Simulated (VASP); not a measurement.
Band structure of HfO₂ (fluorite). Method: SCAN meta-GGA, VASP's PBE PAW potentials (set 64) (plane waves; VASP).

Unless said otherwise, spin-orbit coupling is left out, though it shifts the bands of the heavy elements here.

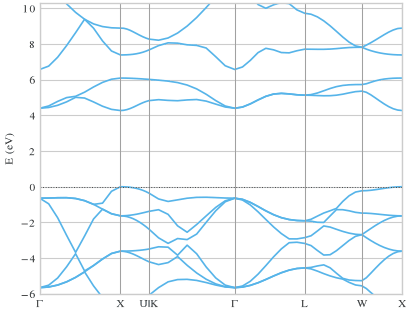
Fig. 1. Bands along high-symmetry lines, zero at the valence-band maximum or, without a gap, the Fermi level

### Question
Read the plot: is there a gap, and where are the band edges?

### Answer
The gap is direct, 4.27 eV, from the valence maximum at X to the conduction minimum at X.

The compound is HfO2 in the fluorite structure, the high-temperature cubic form, which is unstable at 0 K; the monoclinic form is the stable one. It was relaxed first.
